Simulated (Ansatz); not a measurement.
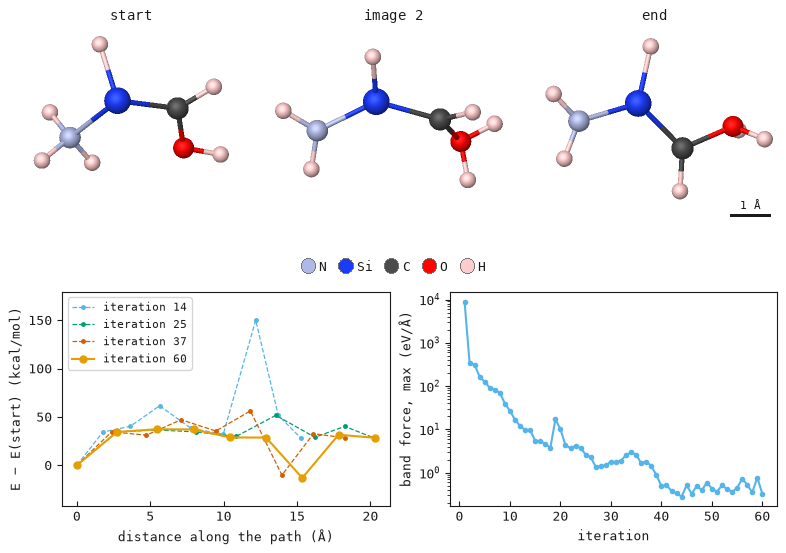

A search for the minimum-energy path of CH$_{6}$NOSi (charge +1) by the nudged elastic band. Images are numbered from 0 (start) to 8 (end). The plot follows the band through its iterations. A ball-and-stick model, seen at a tilt.

These are results of RKS PBE-D4/def2-SVP (Ansatz), not measurements. Settings: 7 movable images; climbing image; force threshold 0.05 eV/Å; iteration limit 60; starting path through a guess of the saddle point.

**Did the band converge, and can the barrier be trusted?**

The result isn't final. The band hadn't converged when the run stopped after 60 iterations. The largest component of the band force went from 9000 to 0.33 eV/Å. The barrier read from it is provisional: over the last two iterations the highest image moved from 37.8 kcal/mol to 37.3 kcal/mol. The first iteration put the highest image at 17986.7 kcal/mol. Relative to the start the highest point is image 2 at +37.3 kcal/mol and the end lies at +28.4 kcal/mol, but the profile dips to −13.1 kcal/mol at image 6 on the way, so there may be more than one step; on an unconverged band the side maxima are provisional.

The run took 17 min on 1 thread of Arm Neoverse V1, on a shared host, peak memory 0.16 GiB.
